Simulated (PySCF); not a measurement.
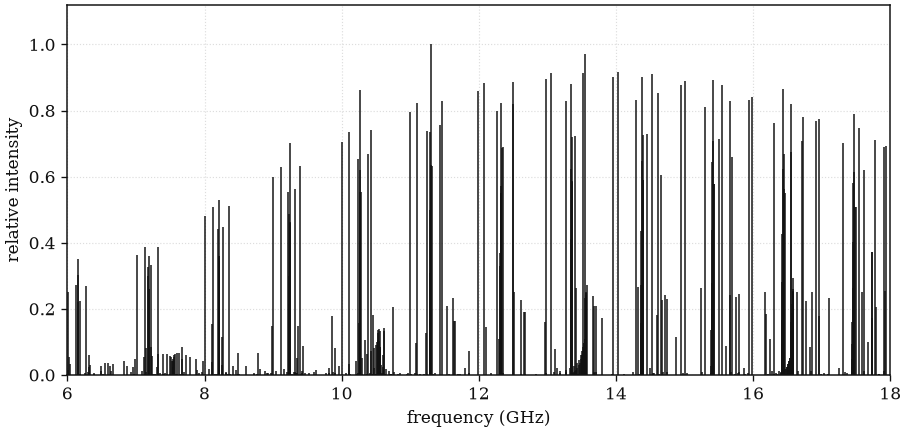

Simulated rotational absorption lines between 6 and 18 GHz at 3 K: rigid rotor with the equilibrium constants and dipole of one optimised conformer (PBE0-D3(BJ)/def2-SVP, PySCF 2.14.0), commonest isotopes; no centrifugal distortion, hyperfine structure, internal rotation or nuclear-spin weights; lines within 1 MHz of each other are summed.

> Which molecule gives this spectrum?
A. C₁₁H₁₂, SMILES C=C1C[C@]1(C)c1ccccc1
B. C₁₀H₁₅Cl, SMILES C=C[C@@H]1[C@H]2C[C@]1(Cl)[C@@H]2C(C)C
C. C₉H₁₄OSi, SMILES C[Si](C)(C)Oc1ccccc1
D. C₁₁H₁₄ (1-ethylindane), SMILES CC[C@@H]1CCc2ccccc21

Option C. Rotational constants A, B, C = 2.021, 0.5351, 0.4905 GHz, |μa|, |μb|, |μc| = 1.36, 0.82, 0.16 D.

Known limits of this run: coarse grid, loose stop and no frequency check, small forces are noise and the end may be a saddle.
